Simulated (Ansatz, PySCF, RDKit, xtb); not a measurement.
**GaAlH2Cl2: from the formula to a structure, part 1 of 2**

Task: start from the formula GaAlH2Cl2, draw up candidate structures, narrow them down in stages, and characterise the one that lies lowest at 298.15 K.

Plan: many cheap relaxations first (GFN2-xTB), then density-functional screening, relaxation at PBE0-D3(BJ)/def2-SVP, vibrations and a final energy. The numbers are computed, not measured.

7 further runs of the same task are left out: 7 set aside as unsound or not needed.

## 1. Candidates

All bonding patterns within simple valence rules are listed by program: one Lewis structure each, at most two rings and one unusual centre or charged pair. O–O, O–halogen and N–halogen bonds and N–N–N chains are not drawn. That gives 7 candidates.

| label | SMILES | spin |
| --- | --- | --- |
| c183 | [Cl][Al+][GaH2-][Cl] | singlet |
| c196 | [Cl][AlH-]([Cl])[GaH+] | singlet |
| c199 | [AlH2][Ga]([Cl])[Cl] | singlet |
| c221 | [Cl][Al]([Cl])[GaH2] | singlet |
| c281 | [AlH+][GaH-]([Cl])[Cl] | singlet |
| c440 | [Cl][AlH2-][Ga+][Cl] | singlet |
| c669 | [Cl][AlH][GaH][Cl] | singlet |

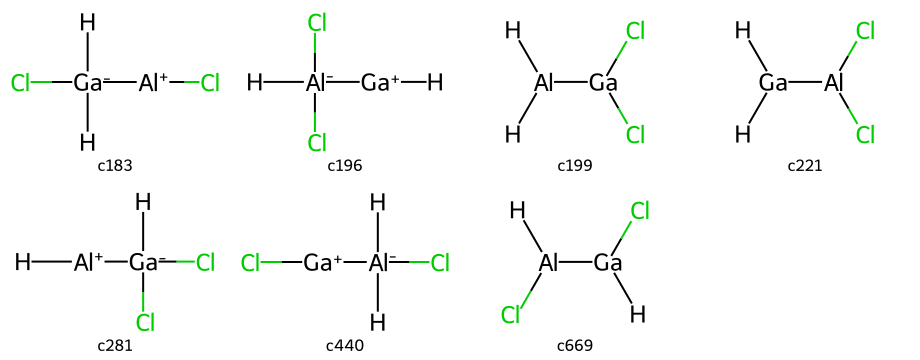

Structural formulas of the candidates.

Candidates are built by distance geometry, with a force field where one applies, in up to four conformers (letters a to d). 6 starts with atoms placed at random are added, to find patterns that the rules miss.

## 2. First filter: tight binding

All 18 starts are relaxed the same way. One of them, c199a (enumerated, embedded by distance geometry), in full:

File start.xyz:

```xyz
6
c199a
Al     0.312848    -0.050966    -0.975347
Cl    -1.149713     2.984954     0.758504
Cl    -1.216671     0.406280     3.112469
Ga    -0.342966     1.152980     1.297299
H      0.632966     0.672260    -2.349384
H      1.005615    -1.442206    -0.562299
```

Launch:

```sh
$ xtb start.xyz --gfn 2 --opt
```

Output (excerpt; [...] marks lines left out):

```text
* xtb version 6.7.1
[...]
          :  # basis functions                  42          :
[...]
          :  # electrons                        22          :
[...]
          :  Hamiltonian                  GFN2-xTB          :
[...]
          :  net charge                          0          :
          :  unpaired electrons                  0          :
[...]
   *** convergence criteria satisfied after 17 iterations ***
[...]
   *** GEOMETRY OPTIMIZATION CONVERGED AFTER 13 ITERATIONS ***
[...]
   *** convergence criteria satisfied after 3 iterations ***
[...]
         ::                     SUMMARY                     ::
         :::::::::::::::::::::::::::::::::::::::::::::::::::::
         :: total energy             -12.508908239890 Eh    ::
         :: gradient norm              0.000132115925 Eh/a0 ::
         :: HOMO-LUMO gap              3.117275774850 eV    ::
         ::.................................................::
         :: SCC energy               -12.529941730568 Eh    ::
         :: -> isotropic ES            0.040111148964 Eh    ::
         :: -> anisotropic ES          0.005508322433 Eh    ::
         :: -> anisotropic XC         -0.007194728352 Eh    ::
         :: -> dispersion             -0.004483339512 Eh    ::
         :: repulsion energy           0.021033490678 Eh    ::
         :: add. restraining           0.000000000000 Eh    ::
         :: total charge               0.000000000000 e     ::
         :::::::::::::::::::::::::::::::::::::::::::::::::::::
[...]
        11        2.0000           -0.4045547             -11.0085 (HOMO)
        12                         -0.2899969              -7.8912 (LUMO)
[...]
     #   Z          covCN         q      C6AA      α(0)
     1  13          2.659     0.494    91.061    19.479
     2  17          0.791    -0.129   103.037    15.528
     3  17          0.791    -0.129   103.044    15.528
     4  31          2.483     0.037   217.843    33.099
     5   1          0.879    -0.137     7.074     4.164
     6   1          0.879    -0.137     7.074     4.164
[...]
     #   Z sym  total        # sym  WBO       # sym  WBO       # sym  WBO
 ---------------------------------------------------------------------------
     1  13      2.729 --     5      0.868     6      0.868     4      0.670
                             3      0.161     2      0.161
     2  17      1.491 --     4      1.265     1      0.161
     3  17      1.491 --     4      1.265     1      0.161
     4  31      3.314 --     2      1.265     3      1.265     1      0.670
     5   1      0.969 --     1      0.868
     6   1      0.969 --     1      0.868
 ---------------------------------------------------------------------------
[...]
molecular dipole:
                 x           y           z       tot (Debye)
 q only:        0.532      -0.627      -0.938
   full:        0.643      -0.758      -1.135       3.834
molecular quadrupole (traceless):
[...]
          | TOTAL ENERGY              -12.508908239890 Eh   |
          | GRADIENT NORM               0.000132115925 Eh/α |
          | HOMO-LUMO GAP               3.117275774850 eV   |
           -------------------------------------------------
[...]
```

Wall time 0.15 s (1 thread of Arm Neoverse N1, shared host).

## 3. Distinct minima at GFN2-xTB

18 of the 18 relaxations converged; 6 ended on a minimum already found. 12 distinct structures remain:

| label | start | SMILES after | spin | energy (kcal/mol) | note |
| --- | --- | --- | --- | --- | --- |
| c470 | random | [AlH2]1[Cl][Ga][Cl]1 ‡ | singlet | 0.0 |  |
| c440b | drawn | [Cl][AlH2-][Ga+][Cl] | singlet | 25.3 |  |
| c196a | drawn | [Cl][AlH-]([Cl])[GaH+] | singlet | 42.3 |  |
| c314 | random | [Cl][AlH][GaH][Cl] | singlet | 61.0 |  |
| c669b | drawn | [Cl][AlH][GaH][Cl] | singlet | 61.0 |  |
| c669c | drawn | [Cl][AlH][GaH][Cl] | singlet | 61.1 |  |
| c199a | drawn | [AlH2][Ga]([Cl])[Cl] | singlet | 62.4 |  |
| c199b | drawn | [AlH2][Ga]([Cl])[Cl] | singlet | 62.6 |  |
| c221a | drawn | [Cl][Al]([Cl])[GaH2] | singlet | 71.5 |  |
| c995 | random | [Al]1[Cl][Ga][Cl]1.[H][H] ‡ | singlet | 72.9 | fell apart |
| c183a | drawn | [Cl][Al+][GaH2-][Cl] | singlet | 73.6 |  |
| c281a | drawn | [AlH+][GaH-]([Cl])[Cl] | singlet | 87.7 |  |

‡ marks the bonded skeleton alone, with all bonds drawn single: no Lewis structure was assigned that passes a check against the bond lengths.

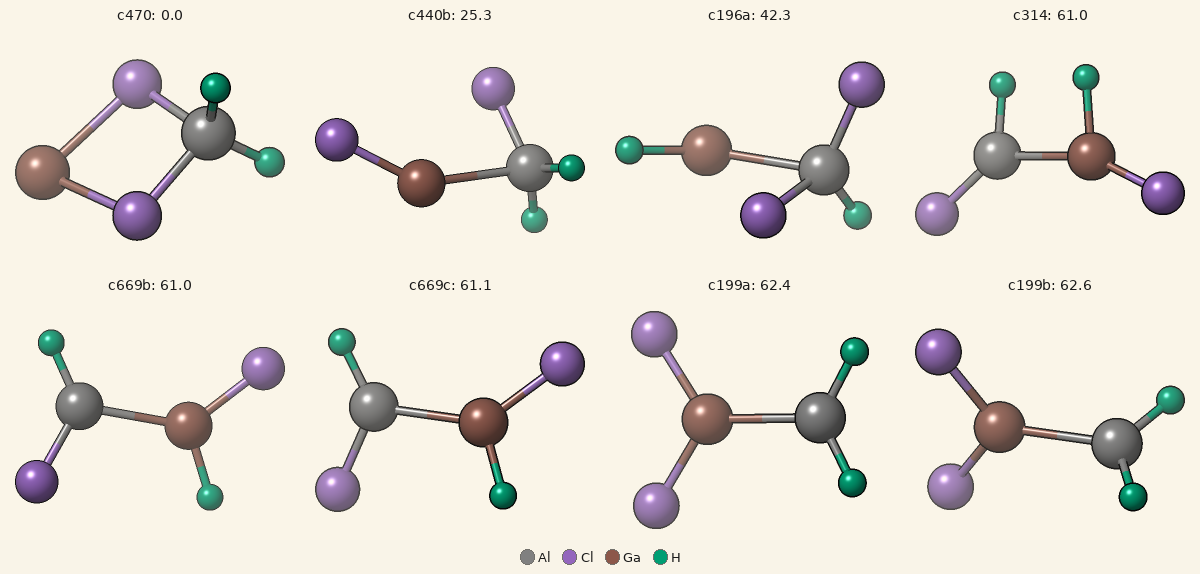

The 8 lowest minima that did not fall apart, with their GFN2-xTB energies in kcal/mol.

## 4. Single points on the low minima

A choice of the minima (the low ones first, few conformers of a pattern, up to a cap) and the lowest that fell apart get a single point at r2SCAN-D4/def2-SVP on the tight-binding geometry, and one at HF/STO-3G for comparison. The lowest singlets are also tried as triplets at the same geometry (label ending in t). The first, c470:

File input.yaml:

```yaml
crystal:
  periodic: [false, false, false]
  atoms:
    - {symbol: Al, position_ang: [-0.827668, 0.236595, -0.889565]}
    - {symbol: Cl, position_ang: [-0.162336, 1.620970, 0.633726]}
    - {symbol: Cl, position_ang: [0.929180, -1.002409, -0.650474]}
    - {symbol: Ga, position_ang: [1.996143, 0.408352, 1.162491]}
    - {symbol: H, position_ang: [-0.757277, 0.939431, -2.267936]}
    - {symbol: H, position_ang: [-2.059102, -0.536909, -0.358501]}
basis:
  gaussian:
    orbitals: def2-SVP
hamiltonian:
  xc: {name: r2SCAN}
  dispersion: d4
scf:
  lower_state_search: "off"
output:
  orbitals: {seedname: orbitals}
```

Launch:

```sh
$ ansatz run input.yaml --threads 1 --pin off --max-ram 2610MiB --events-out events.jsonl --progress --plain --runs-dir runs
```

Output (excerpt; [...] marks lines left out):

```text
Warning: RAYON_NUM_THREADS=1 ignored (pool sized by the plan → 1); use --threads N
Functional definition: r2SCAN
  name "r2SCAN"
[...]
1054 factors; their error is unknown
[...]
mean field -84037.64498521 eV, -3088.3264904447 hartree, gradient 2.4e-6 eV, S^2 0.000000; 0 other end points of the search recorded, 0 dependent functions left out
reference -84037.64499743 eV, -3088.3264908940 hartree; 40, 40 occupied and 56, 56 virtual orbitals, 1054 factors
Total energy: -84037.68994852 eV, -3088.3281428158 hartree
Checks for a lower state left out: stability, starts, cluster_reference, orbital_swaps, neighbouring_geometries, increment
```

It took 6.3 s on 1 thread of Arm Neoverse N1, shared host; peak memory 0.13 GiB.

Relative energies in kcal/mol, each column from its lowest structure that stays in one piece:

| label | SMILES | spin | GFN2-xTB | HF/STO-3G | r2SCAN-D4/def2-SVP |
| --- | --- | --- | --- | --- | --- |
| c470 | [AlH2]1[Cl][Ga][Cl]1 ‡ | singlet | 0.0 | 0.0 | 0.0 |
| c440b | [Cl][AlH2-][Ga+][Cl] | singlet | 25.3 | 18.1 | 17.9 |
| c196a | [Cl][AlH-]([Cl])[GaH+] | singlet | 42.3 | 22.8 | 20.6 |
| c314 | [Cl][AlH][GaH][Cl] | singlet | 61.0 | 29.3 | 40.8 |
| c995 | [Al]1[Cl][Ga][Cl]1.[H][H] ‡ | singlet | 72.9 | 77.4 | 41.8 |
| c196at | [Cl][AlH-]([Cl])[GaH+] | triplet | – | – | 76.6 |
| c470t | [AlH2]1[Cl][Ga][Cl]1 ‡ | triplet | – | – | 78.3 |
| c440bt | [Cl][AlH2-][Ga+][Cl] | triplet | – | – | 99.5 |

‡ marks the bonded skeleton alone, with all bonds drawn single: no Lewis structure was assigned that passes a check against the bond lengths.

## 5. Relaxing the best candidates

3 candidates are relaxed at PBE0-D3(BJ)/def2-SVP (chosen among the lowest in one piece). The first, c470:

File input.yaml:

```yaml
crystal:
  periodic: [false, false, false]
  atoms:
    - symbol: Al
      position_ang: [-0.827668, 0.236595, -0.889565]
    - symbol: Cl
      position_ang: [-0.162336, 1.620970, 0.633726]
    - symbol: Cl
      position_ang: [0.929180, -1.002409, -0.650474]
    - symbol: Ga
      position_ang: [1.996143, 0.408352, 1.162491]
    - symbol: H
      position_ang: [-0.757277, 0.939431, -2.267936]
    - symbol: H
      position_ang: [-2.059102, -0.536909, -0.358501]
basis:
  gaussian:
    orbitals: def2-SVP
hamiltonian:
  xc: pbe0
  dispersion: d3bj
scf:
  lower_state_search: "off"
relax:
  f_tol: 0.003
```

Launch:

```sh
$ ansatz run input.yaml --threads 1 --pin off --max-ram 2610MiB --events-out events.jsonl --progress --plain --runs-dir runs
```

Output (excerpt; [...] marks lines left out):

```text
Warning: RAYON_NUM_THREADS=1 ignored (pool sized by the plan → 1); use --threads N
[...]
Functional definition: PBE0
  name "PBE0"
[...]
961 factors; integrals over basis functions are off by at most 4.1e-4 eV
[...]
mean field -84021.86794215 eV, -3087.7466948062 hartree, gradient 1.7e-6 eV, S^2 0.000000; 0 other end points of the search recorded, 0 dependent functions left out
[...]
reference -84021.86797232 eV, -3087.7466959151 hartree; 40, 40 occupied and 56, 56 virtual orbitals, 961 factors
relax step   1: F+E_penalty+E_count = -84022.05273392 eV  Δ(F+E_penalty+E_count) = +0.000e0 eV  max|allowed force component| = 1.244e0 eV/Å  Δτ_max = 0.0000 Å  (13 SCF iters, accepted)
[...]
relax step   5: F+E_penalty+E_count = -84022.26759185 eV  Δ(F+E_penalty+E_count) = -1.494e-3 eV  max|allowed force component| = 3.484e-3 eV/Å  Δτ_max = 0.0091 Å  (19 SCF iters, accepted)
[...]
relax step   6: F+E_penalty+E_count = -84022.26759451 eV  Δ(F+E_penalty+E_count) = -2.657e-6 eV  max|allowed force component| = 3.786e-4 eV/Å  Δτ_max = 0.0010 Å  (9 SCF iters, accepted)
Total energy: -84022.26762495 eV, -3087.7613828783 hartree
Atom 0 at    -0.844601     0.235414    -0.902520 Å, force     0.000001     0.000045     0.000073 eV/Å
Atom 1 at    -0.163970     1.715358     0.705119 Å, force     0.000002     0.000007    -0.000135 eV/Å
Atom 2 at     1.005005    -1.092022    -0.668526 Å, force     0.000061     0.000094    -0.000028 eV/Å
Atom 3 at     1.980930     0.406820     1.151834 Å, force    -0.000226    -0.000123    -0.000074 eV/Å
Atom 4 at    -0.761741     0.957451    -2.307631 Å, force     0.000248     0.000204    -0.000215 eV/Å
Atom 5 at    -2.096683    -0.556991    -0.348534 Å, force    -0.000086    -0.000226     0.000379 eV/Å
Dipole moment:     0.537113     0.032636     0.390419 e Å
Checks for a lower state left out: stability, starts, cluster_reference, orbital_swaps, neighbouring_geometries, increment
```

Wall time 36 s (1 thread of Arm Neoverse N1, shared host); peak memory 0.2 GiB.

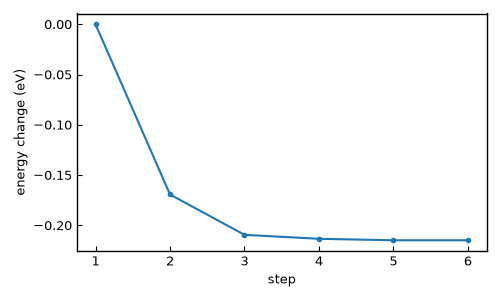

Energy along the run, all evaluated steps.

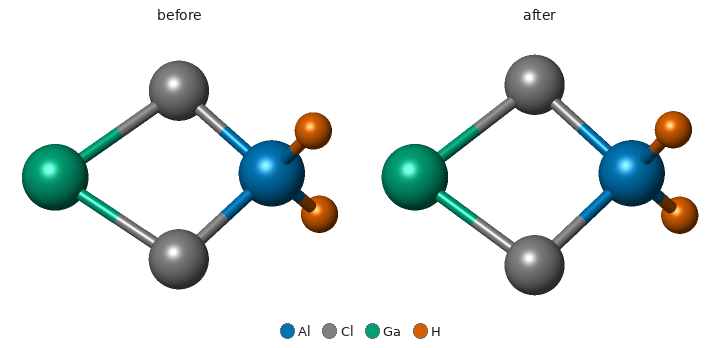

Before and after, at one scale.

After the run. Bond lengths: Al1–Cl2 2.289 Å, Al1–Cl3 2.289 Å, Cl2–Ga4 2.552 Å, Cl3–Ga4 2.552 Å, Al1–H5 1.582 Å, Al1–H6 1.582 Å. Angles: Al1–Cl2–Ga4 92.4°, Cl2–Al1–Cl3 93.6°, Al1–Cl3–Ga4 92.4°, Cl2–Ga4–Cl3 81.7°, Cl2–Al1–H5 108.3°, Cl2–Al1–H6 108.3°, Cl3–Al1–H5 108.3°, Cl3–Al1–H6 108.3°, H5–Al1–H6 125.5°.

## 6. The relaxed candidates

| label | spin | r2SCAN-D4/def2-SVP (kcal/mol) | PBE0-D3(BJ)/def2-SVP, relaxed (kcal/mol) | time | note |
| --- | --- | --- | --- | --- | --- |
| c470 | singlet | 0.0 | 0.0 | 36 s |  |
| c196a | singlet | 20.6 | 17.0 | 59 s | rearranged to [Cl][AlH]1[Cl][GaH]1 ‡ |
| c440b | singlet | 17.9 | 19.6 | 52 s |  |

‡ marks the bonded skeleton alone, with all bonds drawn single: no Lewis structure was assigned that passes a check against the bond lengths.

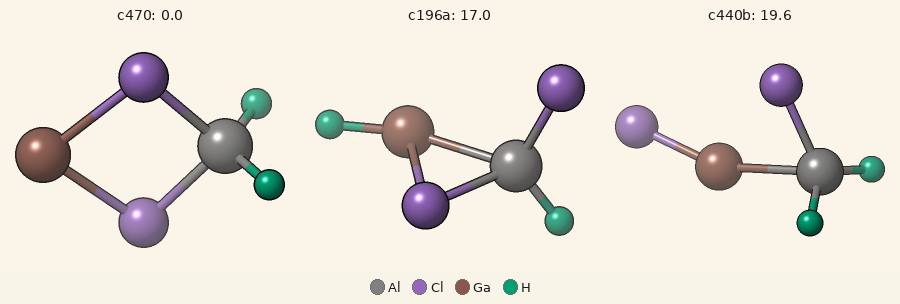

The relaxed structures, with energies at PBE0-D3(BJ)/def2-SVP in kcal/mol.

## 7. Harmonic analysis of the finalists

The lowest few in one piece go on as finalists. Harmonic vibrations at PBE0-D3(BJ)/def2-SVP test each finalist and give the zero-point energy and the thermal terms. The first, c470:

File input.yaml:

```yaml
crystal:
  periodic: [false, false, false]
  atoms:
    - symbol: Al
      position_ang: [-0.844601, 0.235414, -0.902520]
    - symbol: Cl
      position_ang: [-0.163970, 1.715358, 0.705119]
    - symbol: Cl
      position_ang: [1.005005, -1.092022, -0.668526]
    - symbol: Ga
      position_ang: [1.980930, 0.406820, 1.151834]
    - symbol: H
      position_ang: [-0.761741, 0.957451, -2.307631]
    - symbol: H
      position_ang: [-2.096683, -0.556991, -0.348534]
basis:
  gaussian: {orbitals: def2-SVP}
hamiltonian: {xc: {name: PBE0}, dispersion: d3bj}
scf: {lower_state_search: off}
phonons: {}
```

Launch:

```sh
$ ansatz run input.yaml --threads 1 --pin off --max-ram 2610MiB --events-out events.jsonl --progress --plain --runs-dir runs
```

Output (excerpt; [...] marks lines left out):

```text
Warning: RAYON_NUM_THREADS=1 ignored (pool sized by the plan → 1); use --threads N
[... 2 set-up lines as earlier in the session ...]
[...]
959 factors; integrals over basis functions are off by at most 3.0e-4 eV
[...]
mean field -84022.08609544 eV, -3087.7547117920 hartree, gradient 9.3e-6 eV, S^2 0.000000; 0 other end points of the search recorded, 0 dependent functions left out
[...]
reference -84022.08612588 eV, -3087.7547129107 hartree; 40, 40 occupied and 56, 56 virtual orbitals, 959 factors
[...]
959 factors; integrals over basis functions are off by at most 3.0e-4 eV
mean field -84022.08603814 eV, -3087.7547096863 hartree, gradient 1.2e-6 eV, S^2 0.000000; 0 other end points of the search recorded, 0 dependent functions left out
[...]
reference -84022.08606858 eV, -3087.7547108048 hartree; 40, 40 occupied and 56, 56 virtual orbitals, 959 factors
[...]
959 factors; integrals over basis functions are off by at most 3.0e-4 eV
[...]
reference -84022.08611907 eV, -3087.7547126602 hartree; 40, 40 occupied and 56, 56 virtual orbitals, 959 factors
Total energy: -84022.26762440 eV, -3087.7613828580 hartree
Atom 0 at    -0.844601     0.235414    -0.902520 Å, force    -0.000004     0.000044     0.000065 eV/Å
Atom 1 at    -0.163970     1.715358     0.705119 Å, force     0.000003     0.000012    -0.000131 eV/Å
Atom 2 at     1.005005    -1.092022    -0.668526 Å, force     0.000063     0.000093    -0.000027 eV/Å
Atom 3 at     1.980930     0.406820     1.151834 Å, force    -0.000226    -0.000124    -0.000075 eV/Å
Atom 4 at    -0.761741     0.957451    -2.307631 Å, force     0.000248     0.000202    -0.000211 eV/Å
Atom 5 at    -2.096683    -0.556991    -0.348534 Å, force    -0.000084    -0.000226     0.000378 eV/Å
Dipole moment:     0.537114     0.032637     0.390420 e Å
Vibrations: 44.06 154.76 156.48 237.43 355.46 377.81 468.05 489.32 680.83 756.95 1956.50 1967.73 cm⁻¹, zero-point energy 0.473953 eV
Checks for a lower state left out: stability, starts, cluster_reference, orbital_swaps, neighbouring_geometries, increment
```

It took 3.2 min on 1 thread of Arm Neoverse N1, shared host; peak memory 0.19 GiB.

## 8. Thermal terms of the finalists

At 298.15 K and 1 atm, ideal gas, rigid rotor and harmonic oscillator:

| label | SMILES | spin | point group | lowest mode (cm⁻¹) | zero-point (kcal/mol) | G − E (kcal/mol) |
| --- | --- | --- | --- | --- | --- | --- |
| c470 | [AlH2]1[Cl][Ga][Cl]1 ‡ | singlet | C2v | 44 | 10.9 | -9.5 |
| c196a | [Cl][AlH]1[Cl][GaH]1 ‡ | singlet | C1 | 76 | 10.6 | -10.5 |
| c440b | [Cl][AlH2-][Ga+][Cl] | singlet | Cs | 43 | 10.6 | -11.1 |

Chiral structures get −RT ln 2 for their mirror image.

‡ marks the bonded skeleton alone, with all bonds drawn single: no Lewis structure was assigned that passes a check against the bond lengths.

## 9. Energies at the top level

Single points at CCSD(T)/def2-SVP + MP2/def2-TZVPP - MP2/def2-SVP on the refined geometries decide the order.

c470, CCSD(T)/def2-SVP:

File input.yaml:

```yaml
crystal:
  periodic: [false, false, false]
  atoms:
    - {symbol: Al, position_ang: [-0.844601, 0.235414, -0.902520]}
    - {symbol: Cl, position_ang: [-0.163970, 1.715358, 0.705119]}
    - {symbol: Cl, position_ang: [1.005005, -1.092022, -0.668526]}
    - {symbol: Ga, position_ang: [1.980930, 0.406820, 1.151834]}
    - {symbol: H, position_ang: [-0.761741, 0.957451, -2.307631]}
    - {symbol: H, position_ang: [-2.096683, -0.556991, -0.348534]}
basis:
  gaussian: {orbitals: def2-SVP}
correlation: {method: ccsd_t, frozen_orbitals: {H: 0, Ga: 9, Al: 5, Cl: 5}}
```

Launch:

```sh
$ ansatz run input.yaml --threads 1 --pin off --max-ram 2610MiB --events-out events.jsonl --progress --plain --runs-dir runs
```

Output (excerpt; [...] marks lines left out):

```text
Warning: RAYON_NUM_THREADS=1 ignored (pool sized by the plan → 1); use --threads N
Functional definition: HF
  name "HF"
[...]
897 factors; integrals over basis functions are off by at most 8.7e-4 eV
[...]
mean field -83943.80024777 eV, -3084.8777599542 hartree, gradient 3.9e-6 eV, S^2 0.000000; 0 other end points of the search recorded, 0 dependent functions left out
24 core orbitals not correlated: weight in the atoms' cores, before any rotation towards them, 1.000 or more for the frozen orbitals, at most 0.000 for the correlated occupied ones
reference -83943.80024777 eV, -3084.8777599542 hartree; 16, 16 occupied and 56, 56 virtual orbitals, 897 factors
second order -14.35601324 eV of doubles, -0.00000000 eV of singles
cycle   1  -14.77417172 eV  change   -4.2e-1 eV  update   9.7e-2
[...]
cycle   8  -15.31057580 eV  change   -3.0e-5 eV  update   2.7e-5
perturbative correction -0.40023896 eV, -0.0147085103 hartree
Total energy: -83959.51106253 eV, -3085.4551217472 hartree
```

Wall time 14 s (1 thread of Arm Neoverse N1, shared host); peak memory 0.27 GiB.

## 10. c470 at MP2/def2-TZVPP

File input.yaml:

```yaml
basis:
  gaussian:
    orbitals: def2-TZVPP
crystal:
  periodic: [false, false, false]
  atoms:
    - symbol: Al
      position_ang: [-0.844601, 0.235414, -0.902520]
    - symbol: Cl
      position_ang: [-0.163970, 1.715358, 0.705119]
    - symbol: Cl
      position_ang: [1.005005, -1.092022, -0.668526]
    - symbol: Ga
      position_ang: [1.980930, 0.406820, 1.151834]
    - symbol: H
      position_ang: [-0.761741, 0.957451, -2.307631]
    - symbol: H
      position_ang: [-2.096683, -0.556991, -0.348534]
magnetization:
  spin_polarized: false
  initial_magnetization: 0
correlation:
  method: mp2
  frozen_orbitals: {H: 0, Ga: 9, Al: 5, Cl: 5}
```

Launch:

```sh
$ ansatz run input.yaml --threads 1 --pin off --max-ram 2610MiB --events-out events.jsonl --progress --plain --runs-dir runs
```

Output:

```text
Warning: RAYON_NUM_THREADS=1 ignored (pool sized by the plan → 1); use --threads N
[... 2 set-up lines as earlier in the session ...]
  exchange = exact_x
  correlation = 0
1227 factors; integrals over basis functions are off by at most 1.2e-3 eV
mean field evaluation 1: about -83960.0895 eV, gradient 1.6e1 eV
mean field evaluation 2: about -83960.2483 eV, gradient 1.6e1 eV
mean field evaluation 4: about -83961.3043 eV, gradient 2.0e0 eV
mean field evaluation 8: about -83961.3258 eV, gradient 2.6e-1 eV
mean field -83961.32604190 eV, -3085.5218210089 hartree, gradient 2.8e-6 eV, S^2 0.000000; 0 other end points of the search recorded, 0 dependent functions left out
24 core orbitals not correlated: weight in the atoms' cores, before any rotation towards them, 1.000 or more for the frozen orbitals, at most 0.000 for the correlated occupied ones
reference -83961.32604190 eV, -3085.5218210089 hartree; 16, 16 occupied and 162, 162 virtual orbitals, 1227 factors
second order -18.25537129 eV of doubles, -0.00000000 eV of singles
Total energy: -83979.58141318 eV, -3086.1926935298 hartree
```

Run time: 17 s. Hardware: 1 thread of Arm Neoverse N1, shared host; peak memory 0.41 GiB.

(Continued in part 2 of 2.)
